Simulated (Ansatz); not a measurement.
```xyz
13

C    -1.8456    1.2237   -0.3624
O    -0.8503    0.3760    0.1706
Si    0.1673   -1.0102   -0.8837
F    -0.6721   -2.2589   -0.2149
C     1.5188   -0.8366    0.5309
O     1.5781    0.5236    0.9510
H    -2.5515    0.6018   -0.9041
H    -1.4100    1.9541   -1.0427
H    -2.3636    1.7297    0.4500
H    -0.1935    0.8325    0.7029
H     2.4957   -1.1523    0.1506
H     1.2613   -1.4854    1.3749
H     2.2340    0.6446    1.6194
```

These are results of Ansatz 0.2.0, RHF/def2-SVP, not measurements.

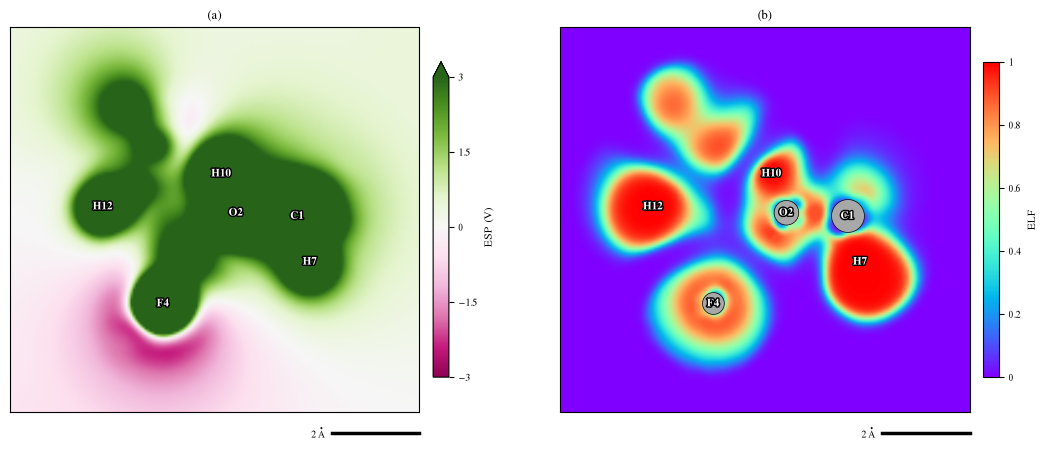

C₂H₇FO₂Si. (a) molecular electrostatic potential; (b) ELF on the plane of atoms C1, O2 and H10. Grey discs cover the atomic cores in the ELF map.

Read the bonding off the picture.

Answer. Atoms in the plane: C, O, F and H.
C–O (1.41 Å): the ELF peaks at about 0.90 between the atoms (a shared but strongly polarised pair).
O–H (0.96 Å): the ELF climbs to about 1 towards the hydrogen, as it does in any bond to H (a covalent bond by its length).
C–H (1.09 Å): the ELF climbs to about 1 towards the hydrogen (an ordinary covalent bond to hydrogen).
The ELF also peaks beside F4 and O6, away from the bonds: lone-pair regions.
Outside the dense part of the molecule the potential is most negative (−2.4 V) near F4.
